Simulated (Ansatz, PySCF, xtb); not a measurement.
H2O (SMILES O) and ClH3Si (SMILES [SiH3]Cl) are pulled apart as rigid monomers along the line of their centres of mass, from the B3LYP-D3(BJ)/def2-TZVP minimum. Starting geometry (charge 0, multiplicity 1):
```
atom    x (Å)    y (Å)    z (Å)
----  -------  -------  -------
O      0.1941  -0.2430  -0.1529
H      1.1184  -0.3253  -0.4101
H      0.1356   0.5998   0.3130
Si    -0.2688  -1.0626   2.9331
Cl     0.0091   1.0021   2.9144
H     -0.4976  -1.4341   4.3446
H      0.9583  -1.7061   2.4343
H     -1.4462  -1.3903   2.1150
```

Interaction energies with rigid monomers; basis-set methods are counterpoise corrected unless marked otherwise.

Rows in 3-21G, STO-3G carry no dispersion term and start afresh at each structure.

Codes used: Ansatz (Gaussian basis) for Hartree–Fock, density functionals and correlated methods; PySCF for 3-21G rows, STO-3G rows, the dispersion terms; xtb for the GFN methods. 

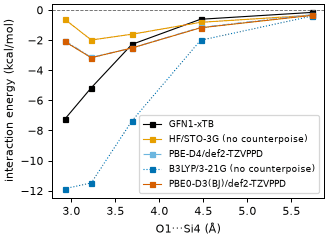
Figure: Interaction energy against separation

### Question
Which level binds most strongly at O1···Si4 = 3.23, and by how much?

### Answer
B3LYP/3-21G (no counterpoise), -11.5 kcal/mol.

Ansatz is a quantum-chemistry and plane-wave program.
